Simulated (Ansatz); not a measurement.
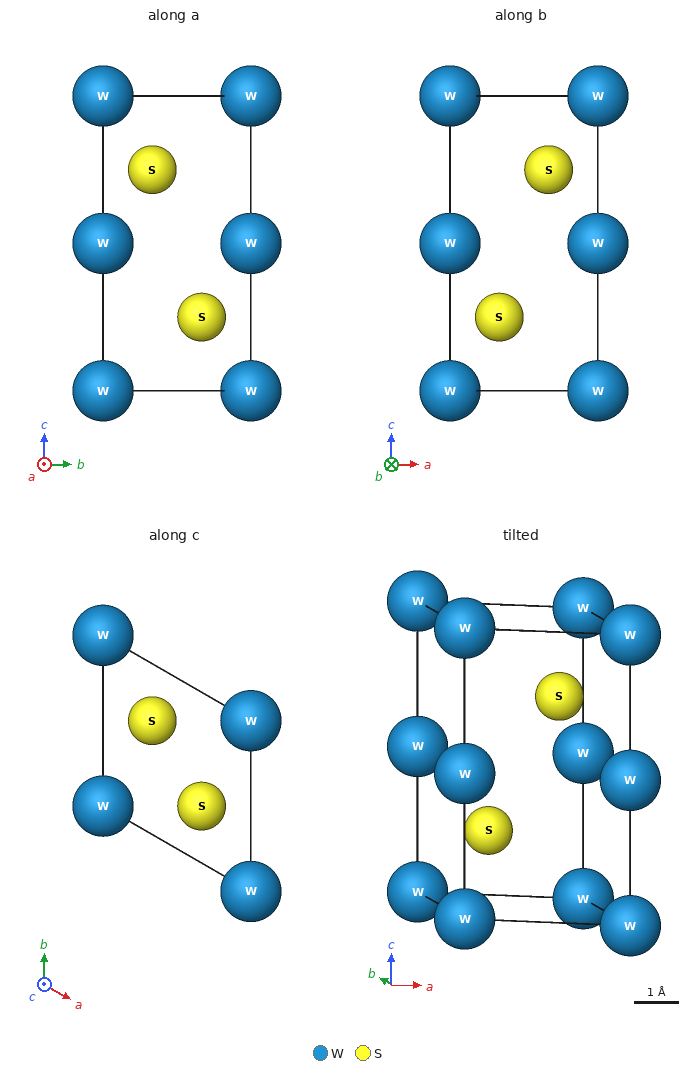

The crystal in a spheres-only representation, seen along the a axis, along the b axis, along the c axis and slightly off an axis. The lines enclose the conventional unit cell; boundary atoms appear with their images.

Lattice parameters: a = 3.957 Å, b = 3.957 Å, c = 6.832 Å, α = 90.00°, β = 90.00°, γ = 120.00°.

> Reconstruct the structure as a table of Wyckoff sites.

Space group P6_3/mmc (No. 194).
```csv
atom,site,x,y,z
W,2a,0.0000,0.0000,0.0000
S,2c,0.3333,0.6667,0.2500
```

The cell started as a structure type filled with these elements by a generator (whether the compound takes this form wasn't checked). Earlier steps of the study, as a rule a relaxation of our own, may have changed the cell and positions, so they can lie some per cent off the listed ones. Ansatz was used for an electronic-structure calculation on it.

At this level of theory the run's own cell isn't at rest (stretched, at -14 GPa), so its distances can differ from those at equilibrium, the more so the softer the solid.
